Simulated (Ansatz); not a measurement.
The starting structures come from a database of crystals and need not be the phases stable at ambient conditions.

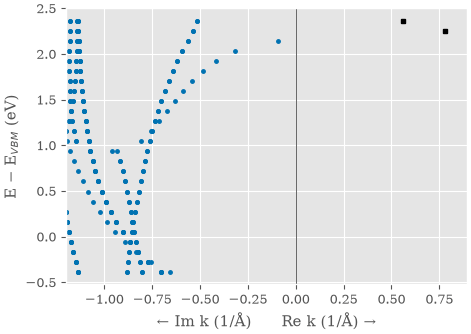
Fig. 1. Complex bands at the centre of the two-dimensional zone; r2SCAN (Ansatz, an electronic-structure program)

No gap correction and no spin-orbit coupling; mid-gap values are interpolated between computed energies.

**Question.** This is AgNO3 (R3m, not sure to be the ambient phase, 5 atoms a cell, 12.8 Å³ an atom, -4 GPa at this level) along the normal of (001). Read off the slowest decay at the centre of the two-dimensional zone at 1.04 eV, the computed energy nearest the middle of the gap.

**Answer.** κ ≈ 0.76 1/Å, a decay length 1/(2κ) of the density of 0.66 Å.
